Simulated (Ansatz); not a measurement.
# Os-Ir-Ir-Os stack of (111) layers: electron–phonon coupling and resistivity, part 3 of 4

Wanted: the electron–phonon coupling λ, α²F(ω) and the phonon-limited resistivity of Os-Ir-Ir-Os stack of (111) layers, on meshes from cheap to dear.

Ansatz 0.2.0; DFT PBEsol, scalar-relativistic, plane waves, PAW; PAW set soft_1.

So far. Step 5 (Phonons by linear response: q 2×2×1, k 8×8×1): Among the solved wavevectors the lowest mode, translations apart, is -72.5 cm⁻¹, imaginary. Step 6 (Lattice stability: q 3×3×1, k 9×9×1): Among the solved wavevectors the lowest mode, translations apart, is 48.3 cm⁻¹, so these are real on this k mesh. This mesh lacks the wavevector at which the coarser one was unstable.

## Step 7: Resistivity: q 3×3×1, k 9×9×1, scattering 18×18×1

Phonons, couplings and the Boltzmann equation in one run.

input.yaml reads:

```yaml
crystal:
  lattice:
    - [2.6703518942, 2.8389e-06, 0.0]
    - [-1.3351784057, 2.312591158, 0.0]
    - [0.0, 0.0, 37.1021539564]
  atoms:
    - { symbol: Os, position: [0.0, 0.0, 0.1493942614] }
    - { symbol: Ir, position: [0.3333333333, 0.6666666667, 0.2067188399] }
    - { symbol: Ir, position: [0.6666666667, 0.3333333333, 0.2690238898] }
    - { symbol: Os, position: [0.0, 0.0, 0.3263484683] }
  periodic: [true, true, false]
kpoints:
  mp_grid: { grid: [9, 9, 1] }
hamiltonian:
  xc: pbesol
  pseudopotentials: { kind: paw, azcp: { folder: soft_1 }, xc_functional: pbe }
scf:
  occupations: { method: methfessel_paxton, width: 0.2 }
output:
  eigenvalues: true
phonons:
  method: dfpt
  qmesh: [3, 3, 1]
  temperatures: { t_max: 1000, t_step: 50 }
  qpath:
    path:
      - [0.0, 0.0, 0.0]
      - [0.5, 0.0, 0.0]
      - [0.33333333, 0.33333333, 0.0]
      - [0.0, 0.0, 0.0]
    npoints: 10
  electrical_resistivity:
    mesh: [18, 18, 1]
    temperatures: [20.0, 50.0, 77.0, 100.0, 150.0, 200.0, 300.0, 400.0, 600.0, 800.0]
  superconductivity: { mesh: [18, 18, 1] }
```

On the command line:

```bash
$ ansatz run input.yaml --threads 4 --pin off --max-ram 12288MiB --backend cpu --events-out ev --progress --plain --runs-dir out
```

Numbers of over 12 decimals in the logs are rounded to 6 here.

The log of the run:

```text
[...]
Crystal: 4 atoms, lattice volume = 229.122 Å³
Basis set: ecut = 420 eV, 4581 PW (Γ), exchange–correlation on 36×36×500 points (8 copies of the dense FFT grid, shifted against one another)
Bands: 40, of which v1, the nominal top of the filled ones, is band 33 counted from 1 (32 counted from 0)
Symmetry: 12 space group operations
k-points: 12 of 81 (irreducible under 6 space group operations, time reversal used)
[...]
SCF iter   1: F=—  HF=-46103.583630 eV  |F-HF|=—  |Δ(HF+E_count)|=         —  Δρ=3.03e-2  dr2=3.22e0  ethr=3.10e-3  ⟨swp⟩=15.0  Hψ=3715  notcnv=0
[...]
SCF iter  14: F=-46102.680192 eV  HF=-46102.680192 eV  |F-HF|=2.47e-10  |Δ(HF+E_count)|=  2.18e-11  S|Δr|=    0.00e0  Δρ=1.07e-8  dr2=2.86e-13  ethr=1.00e-12  ⟨swp⟩=10.2  Hψ=3126  notcnv=0
SCF 1 converged in 14 iterations: F = -46102.680192 eV  dr2 = 2.86e-13
[...]
k-points: 12 of 81
SCF iter   1: F=—  HF=-46103.583630 eV  |F-HF|=—  |Δ(HF+E_count)|=         —  Δρ=3.03e-2  dr2=3.22e0  ethr=3.10e-3  ⟨swp⟩=15.0  Hψ=3715  notcnv=0
[...]
SCF iter  14: F=-46102.680192 eV  HF=-46102.680192 eV  |F-HF|=2.91e-11  |Δ(HF+E_count)|=  1.60e-10  S|Δr|=    0.00e0  Δρ=1.02e-8  dr2=2.52e-13  ethr=1.00e-12  ⟨swp⟩=3.0  Hψ=1085  notcnv=0
SCF 2 converged in 14 iterations: F = -46102.680192 eV  dr2 = 2.52e-13
[...]
SCF converged after 14 iterations
[...]
Free energy (F): -46102.680192 eV
[...]
Internal energy: -46102.671090 eV  (E = F + TS)
E sigma→0 (E₀):  -46102.677916 eV
Entropy (-TS):   -0.009102 eV (-2.276 meV/atom)
Fermi energy:    -5.574706 eV
[...]
--- Band table (eV; the first three rows and the last of 12) ---
  k-point 0: bands = [... 29 lower, -8.0963, -8.0963, -6.4212, -6.3649, -6.3649, -6.0276, -6.0276, -5.5326, ... 3 higher]
  k-point 1: bands = [... 29 lower, -8.0411, -7.7254, -7.0147, -6.8101, -6.4948, -6.4329, -5.9587, -5.6599, ... 3 higher]
  k-point 2: bands = [... 29 lower, -7.8374, -7.6681, -7.2563, -6.8780, -6.3342, -5.8270, -5.5853, -4.8420, ... 3 higher]
  k-point 11: bands = [... 29 lower, -7.6749, -6.3428, -6.3428, -4.9004, -4.7499, -4.7499, -4.5081, 0.6217, ... 3 higher]
[...]
ASR residual: 1.040e-5 → 0.000e0 eV/Å²; symmetrization residual: 1.888e-6 eV/Å²
[...]
ASR residual per site (eV/Å²): 2.43e-6 1.04e-5 1.02e-5 2.58e-6
[...]
--- Phonons (arbitrary-q DFPT): 3 irreducible q on the 3×3×1 mesh ---
[...]
interpolated dispersion: 31 rows × 12 modes
[...]
--- Electrical resistivity: potentials and phonons of a 3×3×1 supercell ---
  scattering by harmonic phonons alone, with no dipole-dipole term; scattering by other electrons, impurities, surfaces and spin disorder is left out, and so is spin–orbit coupling
  the resistivity is that of a variational response, whose dependence on the energy is improved iteratively
  tensors lie in the sheet's plane, the Hall coefficient along its normal; that, the resistivity and the plasma energy are of the whole cell, vacuum included; the cell is 37.102 Å high
  at the Fermi level of each mesh (of a tensor half of its trace):
           mesh   spin    states/(eV spin)  plasma energy (eV)         λ      λ_tr    ħω_log (meV)
        18×18×1                     2.0051              4.3466    0.5232    0.5916          16.892
          9×9×1                     2.0635              4.4195    0.5375    0.6226          16.997
  resistivity on the deck's mesh, µΩ·cm:
     T (K)       trace/2  mesh converged            xx            yy            zz    lowest order   relaxation time
     20.00     1.3462e-2              no     1.3462e-2     1.3462e-2      0.0000e0       3.1447e-2         1.8694e-2
     50.00      1.2325e0             yes      1.2325e0      1.2325e0      0.0000e0        1.9638e0          1.2528e0
     77.00      4.4541e0              no      4.4541e0      4.4541e0      0.0000e0        5.6280e0          4.3032e0
    100.00      7.7627e0              no      7.7627e0      7.7627e0      0.0000e0        9.0184e0          7.3684e0
    150.00      1.4769e1              no      1.4769e1      1.4769e1      0.0000e0        1.6172e1          1.3855e1
    200.00      2.1252e1              no      2.1252e1      2.1252e1      0.0000e0        2.2951e1          1.9878e1
    300.00      3.3423e1              no      3.3423e1      3.3423e1      0.0000e0        3.5896e1          3.1196e1
    400.00      4.5187e1              no      4.5187e1      4.5187e1      0.0000e0        4.8504e1          4.2134e1
    600.00      6.8442e1              no      6.8442e1      6.8442e1      0.0000e0        7.3573e1          6.3751e1
    800.00      9.1724e1             yes      9.1724e1      9.1724e1      0.0000e0        9.8851e1          8.5393e1
  sheet resistance at 20 K: 0.03628 Ω
  mean free path at 20 K (of a tensor half of its trace): 14449 nm by what each carries, 10827 by the Fermi surface alone
  Hall coefficient in a weak field at 20 K (along the normal): 2.022e-10 m³/C (as a tensor it moves by 17.0 % between the two finest meshes); by each state's relaxation time: 2.388e-10 m³/C; by a constant relaxation time: 2.071e-10 m³/C
  sheet resistance at 50 K: 3.322 Ω
[...]
sheet resistance at 77 K: 12.00 Ω
[...]
sheet resistance at 100 K: 20.92 Ω
[...]
sheet resistance at 150 K: 39.81 Ω
[...]
sheet resistance at 200 K: 57.28 Ω
[...]
sheet resistance at 300 K: 90.08 Ω
[...]
sheet resistance at 400 K: 121.8 Ω
[...]
sheet resistance at 600 K: 184.5 Ω
[...]
sheet resistance at 800 K: 247.2 Ω
[...]
the resistivity times a path that all electrons share, by the Fermi surface of the deck's mesh alone (half of the trace): 1.458e-15 Ω·m²
  not converged in the mesh (λ; λ_tr; the resistivity at 20 K by 10.50 %; the resistivity at 77 K by 2.88 %; the resistivity at 100 K by 3.55 %; the resistivity at 150 K by 3.97 %; the resistivity at 200 K by 4.19 %; the resistivity at 300 K by 4.08 %; the resistivity at 400 K by 3.79 %; the resistivity at 600 K by 2.57 %): between neighbouring meshes, the two finest first, λ moves by 2.73 %, λ_tr by 5.24 % and the resistivity by up to 10.50 %; an estimate, no bound, puts it up to 6.5e-7 % above the Boltzmann equation's exact value after up to 6 iterations (at most 30 are made, fewer where the estimate is under 1.0e-6 % of each spin channel's own resistivity)
  vibrations of 9 cells: unjudged by the run; compare a larger repeat
  the changes of the potential over all sites missed a rigid shift's by 0.15 % (the site terms' by 0.01 %)
  at the force constants' own smearing the fine mesh and the k-points of their solves give squared frequencies that differ by 25.0 % of the larger at the most, at (0, 0, 0)
--- Superconductivity: potentials and phonons of a 3×3×1 supercell ---
           mesh         λ    ħω_log (meV)  μ* declared at (meV)
        18×18×1    0.5232          16.892               17.841
          9×9×1    0.5375          16.997               17.899
  λ by the species' shares of the modes' patterns: Os 0.2863, Ir 0.2369
  with the Fermi level up to 26.1 meV (the hardest mode) off, states and modes as they are: density of states 1.9722 to 3.2680 /eV of one spin and cell, λ 0.5145 to 0.5537
  transition temperature on the deck's mesh (K), isotropic and anisotropic, restricted to the Fermi surface (FSR) and over the full bandwidth (FBW), and the last with the density of states resolved in a narrower window:
        μ*   McMillan   Allen–Dynes      iso. FSR      iso. FBW    aniso. FSR    aniso. FBW  narrow window
      0.08      3.667         3.752         3.589         4.491         3.986         4.063          4.061
      0.10      2.835         2.895         2.706         3.475         3.109         3.145          3.144
      0.12      2.111         2.152         1.965         2.575         2.365         2.374          2.373
      0.13      1.792         1.825         1.646         2.172         2.043         2.043          2.043
      0.14      1.501         1.528         1.362         1.805         1.753         1.748          1.748
      0.16      1.007         1.024         0.892         1.183         1.265         1.257          1.258
      0.20      0.355         0.360         0.304         0.399         0.615         0.618          0.619
  isotope coefficients −∂ln Tc/∂ln M under μ* = 0.13, the force constants as they are, of the isotropic transitions restricted to the Fermi surface and over the full bandwidth: Os 0.232 and 0.238, Ir 0.113 and 0.117
  gaps at the Fermi level over the full bandwidth under μ* = 0.1, 0.786 K: 0.176 to 0.734 meV
[...]
not converged in the mesh (λ, the transition temperature): between neighbouring meshes, the two finest first, λ moves by 2.73 % and the anisotropic transition temperature over the full bandwidth at μ* = 0.13 by 15.71 %; converged means that the two finest part by at most 2.00 % and 5.00 %
  vibrations of 9 cells: unjudged by the run; compare a larger repeat
[...]
```

The job ended after 11 min (4 threads of Arm Neoverse V1, shared host; peak memory 2.8 GiB).

Numbers from this step:

| Quantity | Value |
| --- | --- |
| cell height | 37.10 Å |
| sheet resistance 300K | 90.08 Ω/square, mean in the plane |
| resistivity at 300 K | 33.42 μΩ cm, mean of the axes, of the whole cell with its vacuum |
| coupling constant λ | 0.5232 |
| density of states at the Fermi level | 2.005 states/eV a spin and cell |
| log mean phonon energy ħω_log | 16.89 meV |
| transport coupling constant λ_tr | 0.5916, 0.5916, 0 (xx, yy, zz) |
| Drude plasma energy | 4.347, 4.347, 0 eV (xx, yy, zz), of the whole cell with its vacuum |
| second-moment phonon energy ħω₂ | 17.84 meV |

The Eliashberg function α²F has structure finer than the step of the table below, so its rows give means over 1 meV, whole bins alone (the curve runs from 0.102 to 26.0 meV). Peaks (meV: height): α²F 12.8: 0.581, 17.7: 0.841, 19.1: 0.634, 20.3: 0.849, 24.2: 0.327; α²F tr 13.0: 0.702, 17.7: 0.879, 19.1: 0.752, 20.3: 1.18, 24.2: 0.434.

Table of Eliashberg function α²F by phonon energy; means over each step:

```csv
phonon energy (meV),α²F,α²F tr
1,4.8e-5,0
2,3.3e-4,9.2e-5
3,9.2e-4,2.4e-4
4,0.00184,4.3e-4
5,0.00279,8.7e-4
6,0.00396,0.00155
7,0.00690,0.00281
8,0.00911,0.00456
9,0.0132,0.00806
10,0.0181,0.0127
11,0.0277,0.0217
12,0.0803,0.0727
13,0.449,0.534
14,0.245,0.277
15,0.240,0.241
16,0.230,0.240
17,0.420,0.468
18,0.578,0.604
19,0.537,0.658
20,0.580,0.776
21,0.325,0.425
22,0.103,0.109
23,0.137,0.152
24,0.257,0.313
25,0.226,0.256
```

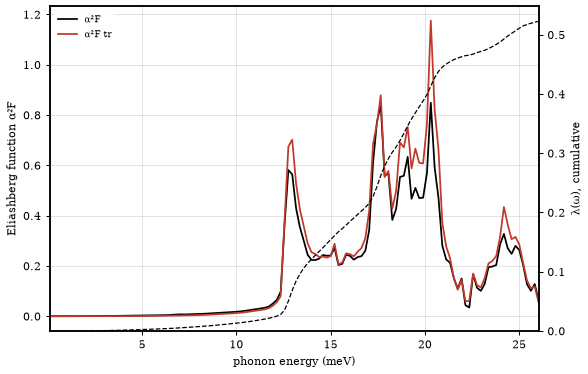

Eliashberg function α²F, plotted against phonon energy. The dashed line is the running λ.

Some states were left unconverged by the eigensolver. By its own test the run is not converged in the mesh. λ = 0.523 and 90.1 Ω per square at 300 K. A coarser mesh gave an imaginary mode at a wavevector that this mesh lacks.

## Step 8: Electron–phonon run: scattering mesh 24×24×1

The next rung changes the scattering mesh, which samples the Fermi surface.

Edit input.yaml of step 7 so:

```diff
@@ -32,4 +32,4 @@
   electrical_resistivity:
-    mesh: [18, 18, 1]
+    mesh: [24, 24, 1]
     temperatures: [20.0, 50.0, 77.0, 100.0, 150.0, 200.0, 300.0, 400.0, 600.0, 800.0]
-  superconductivity: { mesh: [18, 18, 1] }
+  superconductivity: { mesh: [24, 24, 1] }
```

The log of the run:

```text
[...]
Crystal: 4 atoms, lattice volume = 229.122 Å³
Basis set: ecut = 420 eV, 4581 PW (Γ), exchange–correlation on 36×36×500 points (8 copies of the dense FFT grid, shifted against one another)
Bands: 40, of which v1, the nominal top of the filled ones, is band 33 counted from 1 (32 counted from 0)
Symmetry: 12 space group operations
[...]
0.13      1.354         1.378         1.238         1.473         1.795         1.792          1.794
      0.14      1.107         1.126         1.000         1.190         1.548         1.544          1.545
      0.16      0.701         0.711         0.618         0.736         1.142         1.137          1.138
      0.20      0.206         0.209         0.177         0.212         0.619         0.622          0.622
[...]
vibrations of 9 cells: unjudged by the run; compare a larger repeat
[...]
[key lines of the parts left out:]
SCF converged after 14 iterations
Free energy (F): -46102.680192 eV
Fermi energy:    -5.574706 eV
```

Elapsed: 11 min, on 4 threads; peak memory 2.8 GiB; 44 min of CPU time.

This step gave:

```
sheet resistance 300K                : 88.38 Ω/square, mean in the plane
resistivity at 300 K                 : 32.79 μΩ cm, mean of the axes, of the whole cell with its vacuum
coupling constant λ                  : 0.494
density of states at the Fermi level : 1.876 states/eV a spin and cell
transport coupling constant λ_tr     : 0.5765, 0.5765, 0 (xx, yy, zz)
Drude plasma energy                  : 4.354, 4.354, 0 eV (xx, yy, zz), of the whole cell with its vacuum
second-moment phonon energy ħω₂      : 17.82 meV
```

Some states were left unconverged by the eigensolver. By its own test the run is not converged in the mesh. λ = 0.494 and 88.4 Ω per square at 300 K, against 0.523 and 90.1 in the run with q 3×3×1, k 9×9×1, scattering 18×18×1 (-5.6 % and -1.9 %). By the run's own test λ moves by 34 % between its two finest scattering meshes. A coarser mesh gave an imaginary mode at a wavevector that this mesh lacks.

## Step 9: Electron–phonon run: q 3×3×1, k 12×12×1, scattering 24×24×1

The next rung changes the k mesh of the density and its response.

Edit input.yaml of step 8 so:

```diff
@@ -12,3 +12,3 @@
 kpoints:
-  mp_grid: { grid: [9, 9, 1] }
+  mp_grid: { grid: [12, 12, 1] }
 hamiltonian:
```

The mesh is denser.

The log of the run:

```text
[...]
Crystal: 4 atoms, lattice volume = 229.122 Å³
Basis set: ecut = 420 eV, 4581 PW (Γ), exchange–correlation on 36×36×500 points (8 copies of the dense FFT grid, shifted against one another)
Bands: 40, of which v1, the nominal top of the filled ones, is band 33 counted from 1 (32 counted from 0)
Symmetry: 12 space group operations
[...]
0.13      1.330         1.353         1.216         1.219         1.828         1.826          1.828
      0.14      1.086         1.104         0.980         0.984         1.584         1.583          1.584
      0.16      0.685         0.696         0.604         0.608         1.182         1.182          1.182
      0.20      0.199         0.202         0.171         0.175         0.662         0.663          0.662
[...]
vibrations of 9 cells: unjudged by the run; compare a larger repeat
[...]
[key lines of the parts left out:]
SCF converged after 12 iterations
Free energy (F): -46102.709723 eV
Fermi energy:    -5.595000 eV
```

Run time: 17 min. Hardware: 4 threads; peak memory 3 GiB; 67 min of CPU time.

Numbers from this step:

```
zero point energy                                 : 0.1057 eV/cell
highest frequency, solved or plainly interpolated : 213.9 cm⁻¹
sheet resistance 300K                             : 88.65 Ω/square, mean in the plane
resistivity at 300 K                              : 32.89 μΩ cm, mean of the axes, of the whole cell with its vacuum
coupling constant λ                               : 0.4925
density of states at the Fermi level              : 1.866 states/eV a spin and cell
log mean phonon energy ħω_log                     : 16.85 meV
transport coupling constant λ_tr                  : 0.5772, 0.5772, 0 (xx, yy, zz)
Drude plasma energy                               : 4.334, 4.334, 0 eV (xx, yy, zz), of the whole cell with its vacuum
second-moment phonon energy ħω₂                   : 17.79 meV
```

(Continued in part 4 of 4.)

[Logs are printed without paths, hosts, clocks, repeated set-up lines and the standing remarks that a program may print on its own settings, such as how far it seeks lower states.]

[Hosts, paths, dates, database ids (printed as entryN), source tags and the programs' standing remarks are cut or masked in the printed files.]
